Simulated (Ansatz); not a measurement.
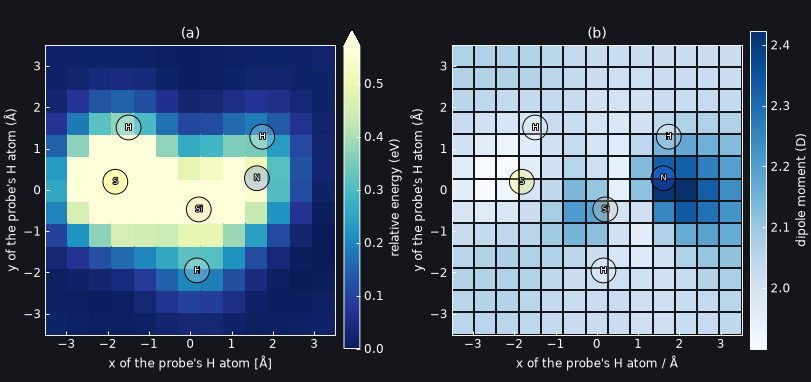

H₃NSSi (SMILES N=[SiH]S) with the probe H2. The probe is moved over a plane parallel to the molecule's main plane, 1.70 Å above it. The first coordinate is: x of the probe's H atom; the second: y of the probe's H atom. Nothing is relaxed (molecule and probe rigid, the probe upright with H nearest the plane). The scan uses a 13 × 13 grid. All energies are given in eV relative to the lowest grid point. Level of theory: RKS PBE0-D4/def2-SVPD (Ansatz).

Panel (a) is the energy and panel (b) the computed dipole moment on the same grid.

The picture shows one coloured cell a grid point, labelled circles for the molecule's atoms, projected on the plane, one colour for all values above the top of the scale.

How does the dipole moment vary over the map, and what is it at the lowest grid point?

Leaving out the highest fifth of the energies, it runs from 1.95 D at x of the probe's H atom = −3.24 Å, y of the probe's H atom = 0.00 Å to 2.42 D at x of the probe's H atom = 2.16 Å, y of the probe's H atom = 0.00 Å. At the lowest grid point, x of the probe's H atom = 3.24 Å, y of the probe's H atom = −1.08 Å, it is 2.17 D. That point lies on the edge of the scan.
